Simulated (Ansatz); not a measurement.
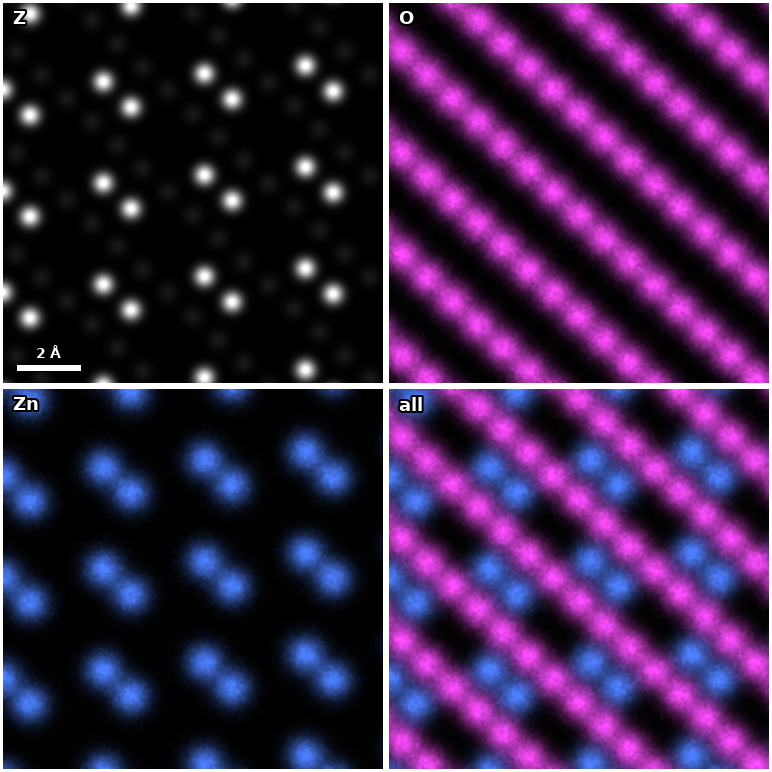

A crystal along [111]. Panel Z: Simulation: incoherent imaging, intensity Z^1.8 per atom, probe width 0.51 Å, thin sample. The other panels are simulated element maps (the number of atoms of one element along the beam, blurred by 0.9 Å, with counting noise; each on its own scale, no channelling); the last overlays them.

Which columns does each element occupy?

Answer. The projected cell (3.20 × 3.20 Å, 95°) holds 7 columns: 4 of O, 2 of Zn and 1 of H. No column is shared by two of the mapped elements. The brightest columns of the Z-contrast image hold Zn.

The crystal is Zn₂HO₄ (I4/mmm, No. 139); H is too light to map. Structure used: the end point of a relaxation with Ansatz, DFT, PAW plane waves, pbe; the starting structure was generated, so it need not be a known form of this composition.
